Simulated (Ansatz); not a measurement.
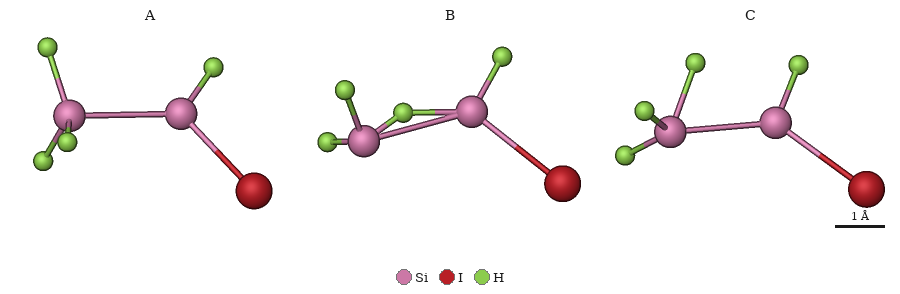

3 geometries from one relaxation of Si$_{2}$H$_{4}$I (charge +1), in shuffled order. The picture is a ball-and-stick view, seen at a tilt.

The run prepares an end point of a later path (hydrogen shift) calculation, from a guessed geometry.

The calculation used Ansatz, UKS PBE-D4/def2-SVP. Settings: collinear spin; force threshold 0.02 eV/Å; at most 50 steps.

Q: Order the frames from highest to lowest energy.

A: B, C, A. They are steps 0, 6, 15, at +169.4 kcal/mol, +24.7 kcal/mol relative to the last. Over 14 accepted moves (15 points after the start) the energy falls by 169.4 kcal/mol. Largest force component: 17 eV/Å at the start, 0.0033 eV/Å at the end. The line search rejected the trial step at point 14 of the run. The largest move after the best rigid fit is that of an H atom, 1.78 Å. Largest moves by element: H 1.78 Å, Si 0.57 Å, I 0.42 Å. Near-neighbour distances that change, for instance: H–Si 1.440 → 3.111 Å, H–Si 1.087 → 1.497 Å, I–Si 2.436 → 2.363 Å, H–Si 1.464 → 1.501 Å. Bonds break, among them: H–Si (1.44 → 3.11 Å). Bond angles that change, for instance: Si–Si–H 20.4° → 104.7°, H–Si–H 93.2° → 115.9°, H–Si–H 93.7° → 113.9°.
